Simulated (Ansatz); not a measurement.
# What Al → Hf does to TiAl3

Take TiAl$_{3}$ (space group I4/mmm, No. 139; a = 3.846 Å, c = 8.619 Å) as the base.

Perturbation: Hf takes the place of Al on all its sites, then cell and atoms are relaxed.

Computed with PBE/PAW in Ansatz (a program for electronic structure), spin-orbit coupling left out, earlier PAW set. Γ-centred 15×15×15 mesh, Fermi–Dirac width 0.05 eV, for the changed cell.

```json
{
 "volume_per_atom": "21.27 Å³ (base 15.93 Å³)",
 "density": "11.38 g/cm³ (base 3.36 g/cm³)",
 "lattice_parameter_a": "4.399 Å (base 3.846 Å)",
 "c/a ratio": "1.999 (base 2.241)",
 "shortest_interatomic_distance": "3.110 Å (base 2.719 Å)",
 "band_gap": "zero (base zero)"
}
```

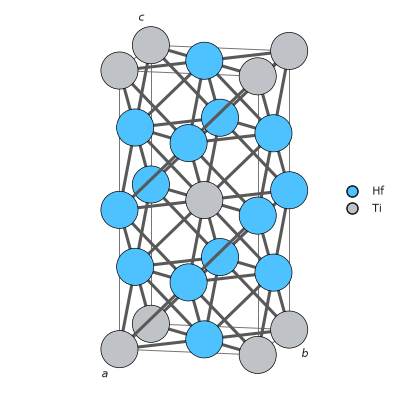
Figure: The relaxed conventional cell after the change

Whether these cells are dynamically stable was not tested. As relaxed here, Hf3Ti is a hypothetical phase, not in the database extracts checked. All final runs are without spin polarisation. Hf3Ti has a high density of states at the Fermi level and may be magnetic at this level.
